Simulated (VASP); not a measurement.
Band structure of YB (relaxed from the zinc blende structure, space group F-43m). All values below come from PBEsol GGA, VASP's PBE PAW potentials (set 64) (plane waves; VASP).

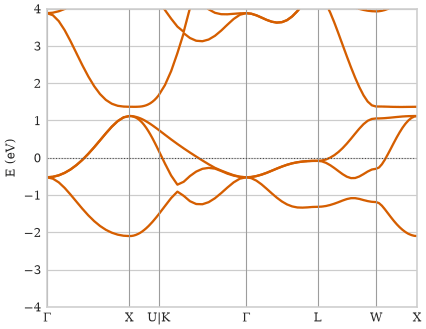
Figure. Bands along high-symmetry lines, zero at the valence-band maximum or, without a gap, the Fermi level

### Question
Read the plot: is there a gap, and where are the band edges?

### Answer
It has no gap at this level: it comes out as a metal or semimetal. (Edges off the drawn lines would not show.)

The structure was generated: YB was put into the zinc blende type (F-43m), which need not be its known phase. It was relaxed first, which changed the volume by -28 %.
